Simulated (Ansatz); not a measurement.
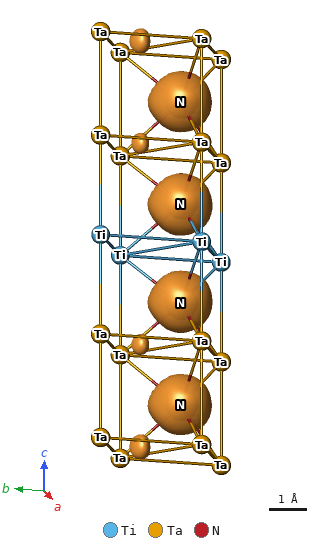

Ta3TiN4. Isosurface of the ELF at 0.7 (orange), seen at an oblique angle. Core shells and regions of very low density are left out. Sticks mark near contacts.

Space group P-6m2; a structure generated by program, which may or may not match a known phase; computed pressure about −9 GPa in this cell; computed without spin polarisation.

The calculation used DFT PBEsol, scalar-relativistic, plane waves, PAW (Ansatz 0.2.0).

### Identify the bonds, lone pairs and shells in this picture.

The surface consists of four regions wrapped around N (the valence shell of each) and three pockets between the atoms, centred on no nucleus (multi-centre or interstitial), counted in one cell of 8 atoms. Any copies at cell faces, edges or corners count once.

Values along the shortest contacts:
Ti–N (2.20 Å): the ELF peaks at about 0.85 in the valence shell of N, 0.7 Å from its nucleus, and is about 0.20 at the midpoint: no localised pair shows between them. Ta–N (2.20 Å): the ELF peaks at about 0.80 in the valence shell of N, 0.7 Å from its nucleus, and is about 0.20 at the midpoint; no shared electron pair shows on this line.

### How much charge does the calculation move between the atoms?

Electrons move from Ti and Ta towards N. Bader charges: Ti +1.51, Ta +1.61 and N −1.59 e.
